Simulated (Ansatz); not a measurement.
## Response to strain in WSe2

Consider WSe₂ (space group P6_3/mmc, No. 194; layered, stacked along the Cartesian z axis).

```xyz
6
Lattice="3.2790 0.0000 0.0000 -1.6395 2.8397 0.0000 0.0000 0.0000 12.7862" Properties=species:S:1:pos:R:3 pbc="T T T"
W      1.6395     0.9466     9.5897
W      0.0000     1.8932     3.1966
Se     1.6395     0.9466     4.8808
Se     0.0000     1.8932    11.2739
Se     0.0000     1.8932     7.9054
Se     1.6395     0.9466     1.5123
```

Strains are applied to the cell and any free atomic positions relax.

Method: Ansatz (a program for electronic structure), PBE-D3(BJ), PAW, cutoff 420 eV, no SOC.

Notes on the quantities. pressure: mean of the normal stresses, compression positive.

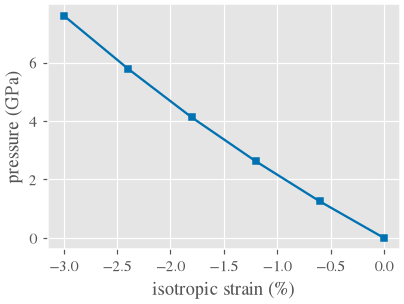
Figure. Pressure against isotropic strain

| isotropic strain (%) | pressure |
|---|---|
| -3 | 7.61 GPa |
| -2.4 | 5.80 GPa |
| -1.8 | 4.12 GPa |
| -1.2 | 2.62 GPa |
| -0.6 | 1.25 GPa |

No phonon test of stability was made.
